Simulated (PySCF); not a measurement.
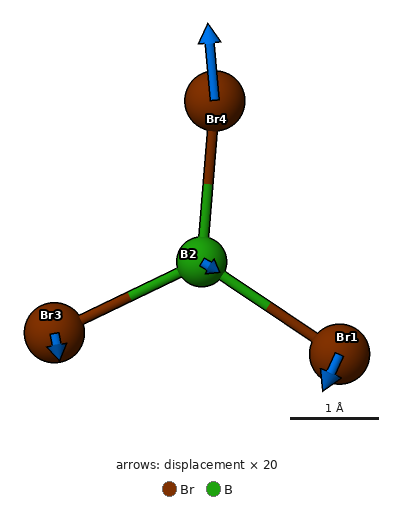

This is a relaxation of BBr3. The starting structure is drawn; blue arrows show the displacements, magnified 20 times. The two geometries are superimposed by the best rigid fit.

Style: ball-and-stick. Shown face on.

The start comes from GFN2-xTB. Its atoms were then displaced at random by about 0.01 Å.

Level of theory: PBE0-D3(BJ)/def2-SVP geometry optimisation, gas phase (PySCF). 

Q: Which element moves most?

A: Bromine: up to 0.045 Å, against 0.013 Å for boron.

Q: What did the optimiser do to the structure, and how much energy did it gain?

A: Br4 moves most after the best rigid fit: 0.045 Å. Largest moves by element: Br 0.045 Å, B 0.013 Å. Among the contacts that change: B2–Br4 1.849 → 1.899 Å, B2–Br3 1.887 → 1.899 Å, Br1–B2 1.908 → 1.899 Å. Over 6 geometry steps the energy falls by 0.76 kcal/mol. Cost: 77 s on 1 thread of Arm Neoverse N1 (shared host).
